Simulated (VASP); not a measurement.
Band structure of KZrS2 (space group R-3m). Method: PBEsol GGA, VASP's PBE PAW potentials (set 64) (plane waves; VASP).

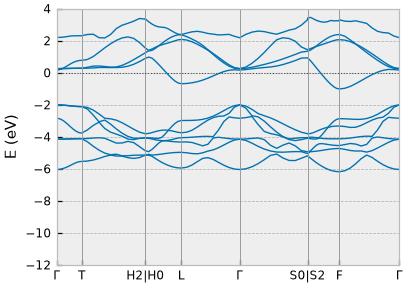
*Bands along high-symmetry lines, zero at the valence-band maximum or, without a gap, the Fermi level*

Question: Read the plot: is there a gap, and where are the band edges?

Answer: It has no gap at this level: it comes out as a metal or semimetal. (Edges off the drawn lines would not show.)

The structure comes from a computed database's KZrS2 entry (R-3m); how it stands against other phases isn't given here. It was relaxed first. The electron count is odd and the run is not spin-polarised, which forces a metal.
